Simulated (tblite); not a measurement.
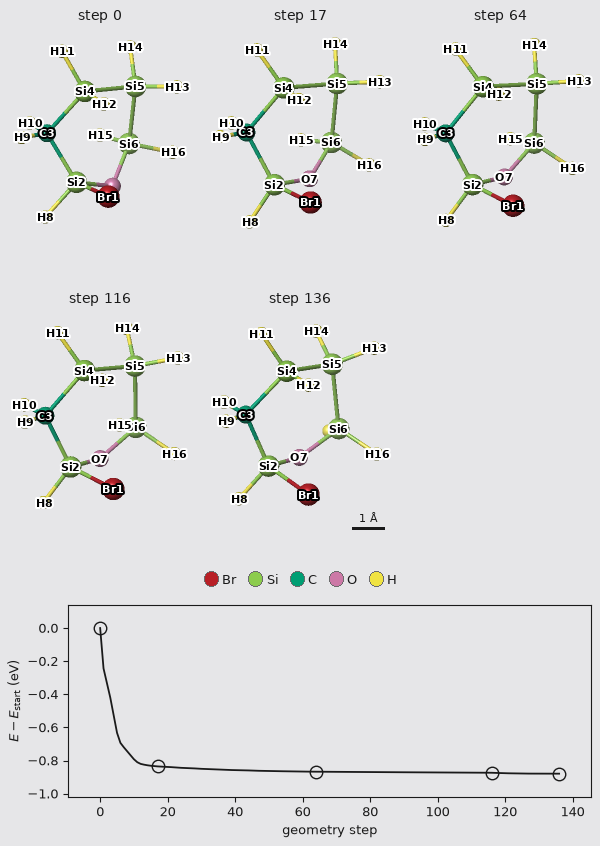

Frames of a relaxation of CH₉BrOSi₄, marked on the history of the run. Style: ball-and-stick. Shown from a free direction.

All numbers below come from GFN2-xTB geometry optimisation, gas phase (tblite). 

### What happens along the run?

The largest move after the best rigid fit is that of H15, 1.04 Å. Largest moves by element: H 1.04 Å, Br 0.72 Å, O 0.58 Å, Si 0.31 Å, C 0.29 Å. Some distances before and after: Si4–Si5 2.231 → 2.336 Å, Si5–Si6 2.227 → 2.318 Å, Si2–C3 1.815 → 1.887 Å, Br1–Si2 2.282 → 2.217 Å. Bond angles that change, for instance: Si2–O7–Si6 121.3° → 146.6°, Si5–Si6–H16 105.9° → 117.2°, C3–Si2–H8 107.7° → 118.1°. Groups turn about Si6–O7 by about 65°, Si5–Si6 by about 45°, Si2–O7 by about 40°. Over 136 geometry steps the energy falls by 0.879 eV. The run took 1.8 s on 1 thread of Arm Neoverse V2, with other jobs on the host. From step 0 to 17: H16 moves most (0.41 Å), energy −0.835 eV. From step 17 to 64: H atoms move most (0.34 Å), energy −0.032 eV. From step 64 to 116: H atoms move most (0.31 Å), energy −0.006 eV. From step 116 to 136: H13 moves most (0.40 Å), energy −0.006 eV.

```tsv
step	E − E(0), eV
0	0.0000
1	-0.2439
2	-0.3326
3	-0.4202
4	-0.5248
5	-0.6326
6	-0.6933
7	-0.7197
8	-0.7440
9	-0.7681
10	-0.7920
17	-0.8353
23	-0.8428
30	-0.8500
37	-0.8560
43	-0.8590
50	-0.8632
56	-0.8653
63	-0.8672
70	-0.8680
76	-0.8690
83	-0.8703
90	-0.8708
96	-0.8711
103	-0.8715
109	-0.8720
116	-0.8737
123	-0.8777
129	-0.8791
136	-0.8793
```
